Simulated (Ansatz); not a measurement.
```xyz
15

C     0.2532   -1.1124    1.7696
C     0.4938   -0.2527    0.7883
C     1.1572    1.0669    1.0725
F     0.6191    2.0490    0.2851
Ge    0.0207   -0.6674   -1.0807
C    -1.5449    0.3488   -1.6739
H    -0.1778   -2.0901    1.5897
H     0.4825   -0.8819    2.8069
H     1.0367    1.3658    2.1134
H     2.2219    1.0198    0.8409
H    -0.2699   -2.1773   -1.1426
H     1.2293   -0.3546   -1.9801
H    -1.3443    1.4176   -1.6053
H    -1.7921    0.1013   -2.7075
H    -2.4073    0.1163   -1.0472
```

Theory: Ansatz, RHF/def2-SVP.

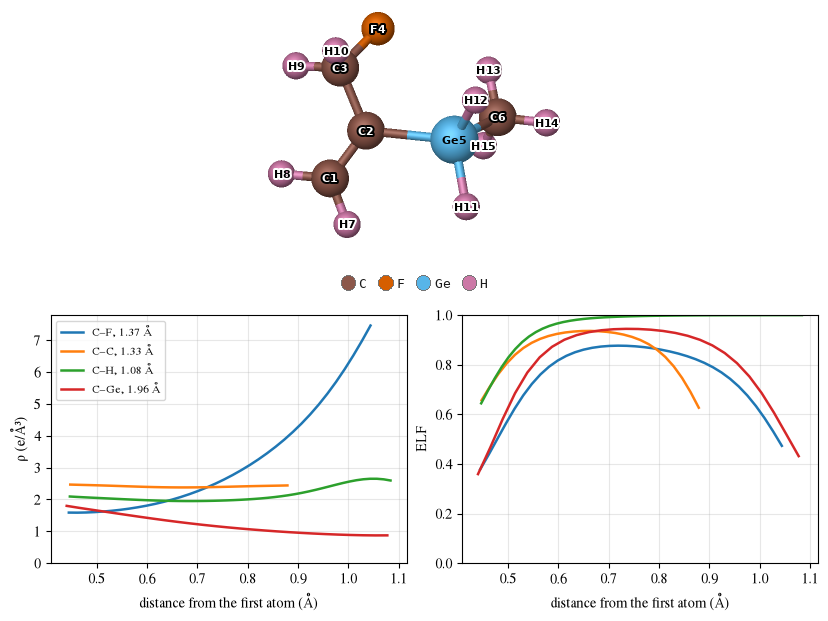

C$_{4}$H$_{9}$FGe. Electron density and ELF along straight lines between neighbouring atoms. The curves leave out the atomic cores. The structure is drawn too.

Compare the contacts.

C–F (1.37 Å): ρ at the midpoint is about 2.2 e/Å³, with its minimum of 1.6 e/Å³ about 0.5 Å from C; the ELF peaks at about 0.90 between the atoms, as expected for a shared but strongly polarised pair.
C–C (1.33 Å): ρ is about 2.4 e/Å³ halfway; the ELF peaks at about 0.95 between the atoms: a multiple bond.
C–H (1.08 Å): ρ at the midpoint is about 2 e/Å³; the ELF climbs to about 1 towards the hydrogen, as it does in any bond to H: a covalent bond by its length.
C–Ge (1.96 Å): ρ is about 0.9 e/Å³ halfway; the ELF peaks at about 0.95 in the valence shell of C, 0.7 Å from its nucleus, and is about 0.75 at the midpoint.
